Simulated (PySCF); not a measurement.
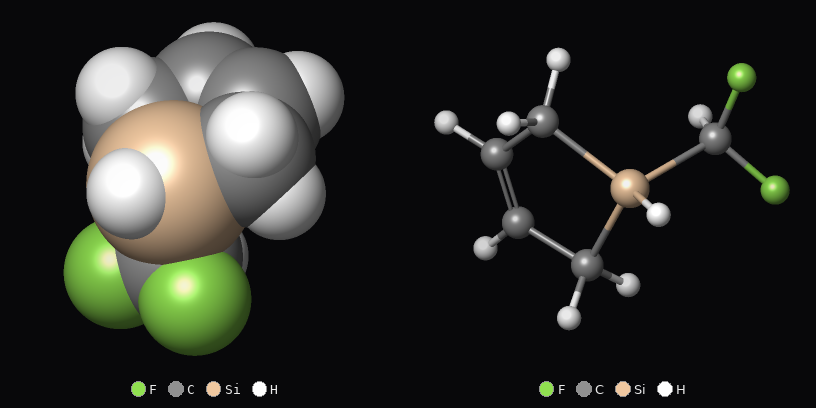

Both panels show the same species.

Computed geometry: PBE0-D3(BJ)/def2-SVP optimisation. No frequency run is at hand to confirm it as a minimum.

> Count the atoms of each element.

C5H8F2Si, 16 atoms: 5 carbon, 8 hydrogen, 2 fluorine and 1 silicon.

> Name functional groups in it.

Among them: alkene, C–F bond, Si–H bond.

> What is the point group of this geometry?

Cs.

> Count the bonded pairs by element.

7 C–H, 3 C–Si, 3 C–C, 2 C–F, 1 Si–H.

> Does it have rings?

Independent rings (smallest set): 1 of 5 members.

The parts below concern this one geometry. Atoms keep their numbers from picture to picture.

### Geometry

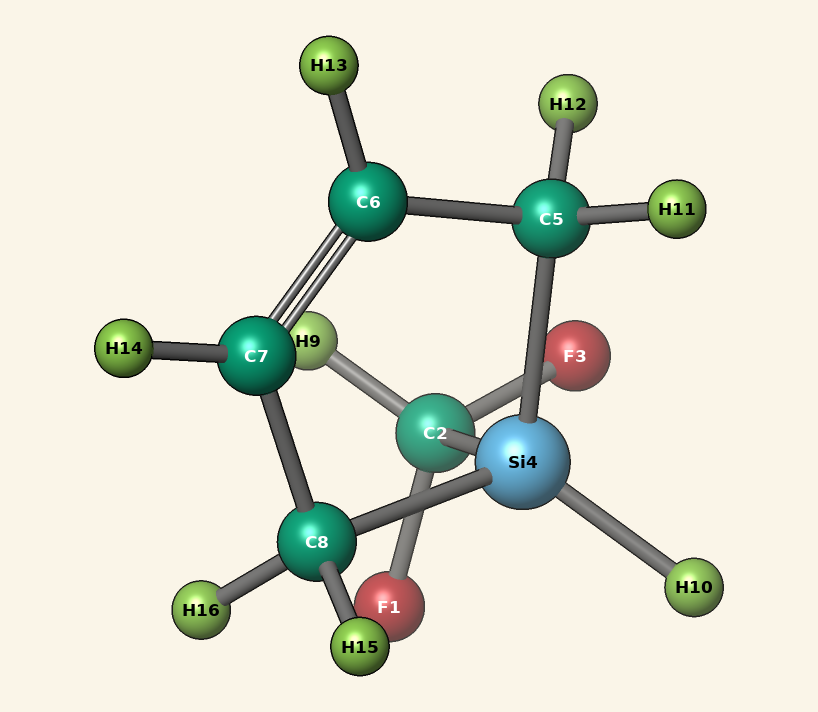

C2 lies behind Si4. The molecule seen a little off the Si4–C2 bond, Si4 in front. Atoms fade into the background with distance from the viewer. No frequency run is at hand to confirm it as a minimum.

> What is the torsion angle C5–Si4–C2–F1? The sign is positive where the front bond must turn clockwise to cover the back bond.

−172°, antiperiplanar (anti). The bonds about Si4–C2 are staggered.

### Electronic properties

No frequency run is at hand to confirm it as a minimum. Properties computed with B3LYP/def2-SVPD in dichloromethane (IEF-PCM) (PySCF 2.14.0). Excitations: vertical, linear response.

What does the calculation give?

- dipole moment: 3.05 D
- HOMO energy (Kohn–Sham orbital): −6.91 eV
- LUMO energy (Kohn–Sham orbital): 0.08 eV
- HOMO–LUMO gap: 6.99 eV
- mean static polarisability: 109.5 bohr³
- lowest vertical singlet excitation: 6.42 eV
- its oscillator strength: 0.008
- brightest of the 6 lowest singlets: 6.84 eV
- its oscillator strength: 0.14

### NMR shielding

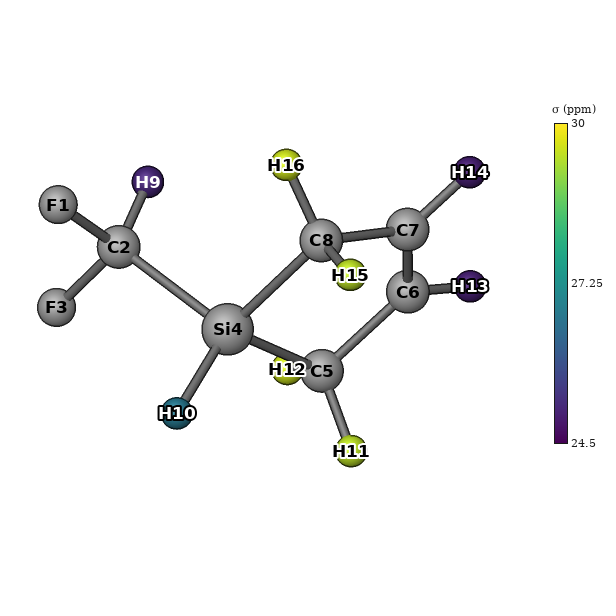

Atoms are coloured by their isotropic NMR shieldings (H only, the others grey). No frequency run is at hand to confirm it as a minimum. Properties computed with GIAO PBE0/pcSseg-1 NMR shielding, non-relativistic, IEF-PCM dichloromethane (PySCF 2.14.0).

> Which H atom is the most shielded (lowest chemical shift)?

H12, H16 (29.56 ppm).

> Which H atom is the least shielded (highest chemical shift)?

H13, H14 (24.99 to 25.00 ppm).

> How wide is the range of H shifts?

4.57 ppm.

Give the isotropic NMR shieldings of the H atoms atom by atom.

```json
{"atom": "H9", "σ (ppm)": "25.12"}
{"atom": "H10", "σ (ppm)": "26.71"}
{"atom": "H11", "σ (ppm)": "29.43"}
{"atom": "H12", "σ (ppm)": "29.56"}
{"atom": "H13", "σ (ppm)": "24.99"}
{"atom": "H14", "σ (ppm)": "25.00"}
{"atom": "H15", "σ (ppm)": "29.43"}
{"atom": "H16", "σ (ppm)": "29.56"}
```

### Ring current

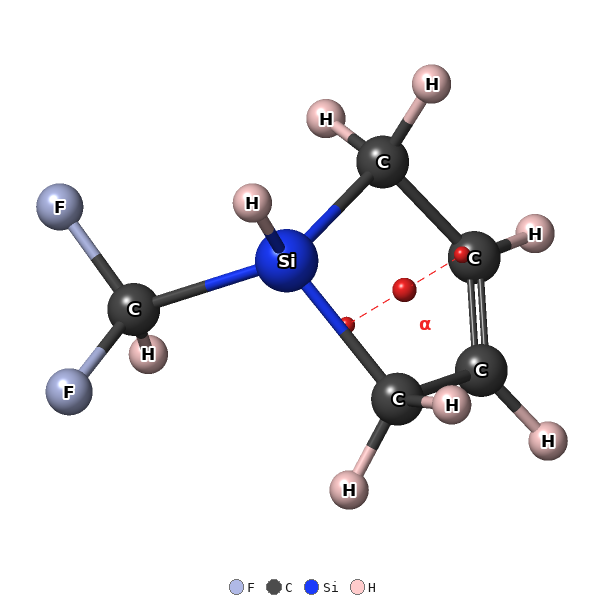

The small points mark where nucleus-independent chemical shifts (NICS) were computed: at the centre of each lettered ring and 1 Å above and below it. No frequency run is at hand to confirm it as a minimum. Properties computed with GIAO PBE0/pcSseg-1 NMR shielding, non-relativistic, IEF-PCM benzene (PySCF 2.14.0).

Give NICS(0), NICS(1) and the out-of-plane component NICS(1)zz for each ring (means of the two sides).

```json
{"ring": "α", "members": "C4Si", "NICS(0)": "−2.2", "NICS(1)": "−3.1", "NICS(1)zz": "−2.3"}
```

Values in ppm.

> What do the values say about the ring currents?

Ring α: weak, as in a non-aromatic ring. NICS is one index among several.

### Charges

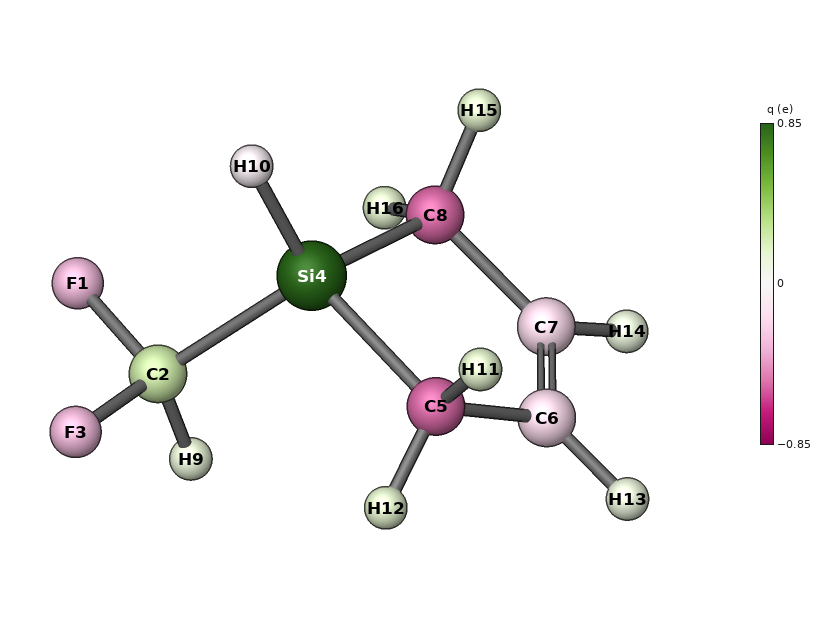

Atoms are coloured by their Mulliken charges. No frequency run is at hand to confirm it as a minimum. Properties computed with PBE0/pcSseg-1 in benzene (IEF-PCM) (PySCF 2.14.0).

Give the Mulliken charges atom by atom.

| atom | value (e) |
| --- | --- |
| F1 | −0.32 |
| C2 | 0.26 |
| F3 | −0.32 |
| Si4 | 0.83 |
| C5 | −0.53 |
| C6 | −0.18 |
| C7 | −0.18 |
| C8 | −0.53 |
| H9 | 0.13 |
| H10 | −0.06 |
| H11 | 0.17 |
| H12 | 0.16 |
| H13 | 0.11 |
| H14 | 0.11 |
| H15 | 0.17 |
| H16 | 0.16 |

Mulliken values depend strongly on the basis set and can even reverse the polarity of a bond.
